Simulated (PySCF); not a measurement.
## Electronic structure of C3H11NSi3 (SMILES C=C1[SiH2][C@H]1N([SiH3])[SiH3]) in real space

```xyz
18

C    -2.0981   -0.0735   -1.1921
C    -1.5611    0.5133   -0.1421
Si   -1.5146    0.8784    1.6772
C    -0.1720    0.8593    0.3073
N     0.9237   -0.0416    0.0899
Si    0.7193   -1.7227    0.4579
Si    2.1959    0.5758   -0.9213
H    -3.1436   -0.3396   -1.2314
H    -1.5188   -0.2879   -2.0807
H    -1.7592   -0.1772    2.6434
H    -1.8611    2.2149    2.1384
H     0.1091    1.8761    0.0329
H     2.0627   -2.2923    0.4726
H     0.0988   -1.8016    1.7821
H    -0.1169   -2.4358   -0.5154
H     1.7665    0.7067   -2.3195
H     3.3183   -0.3474   -0.8128
H     2.5425    1.9014   -0.3979
```

Geometry: GFN2-xTB.

All numbers below come from PySCF, CAM-B3LYP/def2-SVPD, SCF density, gas phase.

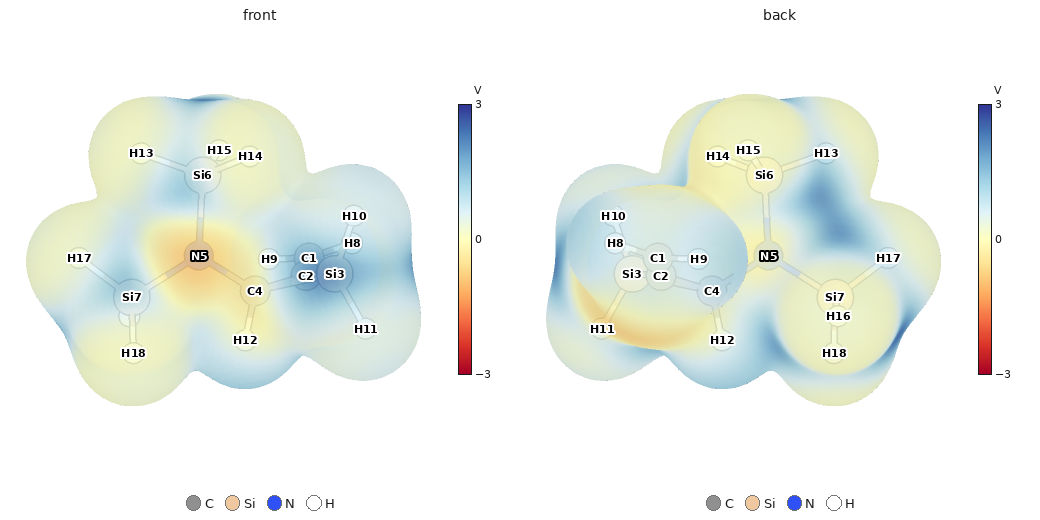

Figure 1. The electrostatic potential painted on the density surface at 0.004 e/bohr³, seen from the front and from behind; red is negative and blue positive.

Question: Describe the electrostatic potential map.

Answer: The most negative region (about −0.8 V, or −18 kcal/mol for a unit charge) lies over N5, the most positive (about +2.1 V, or +48 kcal/mol for a unit charge) over Si3, Si6 and Si7.

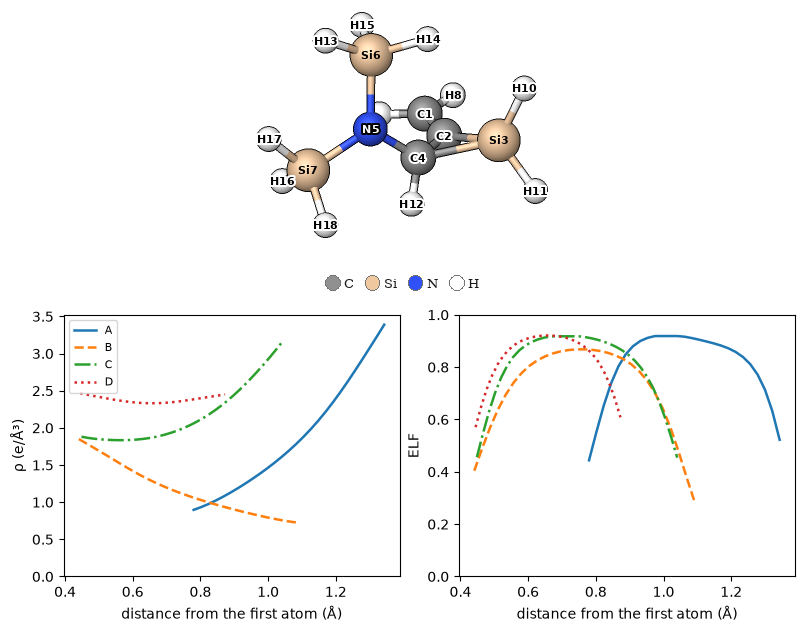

Figure 2. Electron density and electron localisation function along straight lines between neighbouring atoms. The curves leave out the atomic cores. The structure is drawn too.

Question: Which curve belongs to which contact (C–C, C–N, C–Si and Si–N)? The first atom named is at distance zero.

Answer: Curve A: Si–N (1.73 Å): ρ at the midpoint is about 1.1 e/Å³; the ELF peaks at about 0.90 between the atoms, as expected for a polar covalent bond. Curve B: C–Si (1.86 Å): ρ is about 0.87 e/Å³ halfway; the ELF peaks at about 0.85 between the atoms, as expected for a shared electron pair. Curve C: C–N (1.44 Å): ρ is about 1.9 e/Å³ halfway; the ELF peaks at about 0.90 between the atoms, as expected for localised, covalent bonding. Curve D: C–C (1.32 Å): ρ at the midpoint is about 2.3 e/Å³; the ELF peaks at about 0.90 between the atoms; a short, multiple covalent bond.
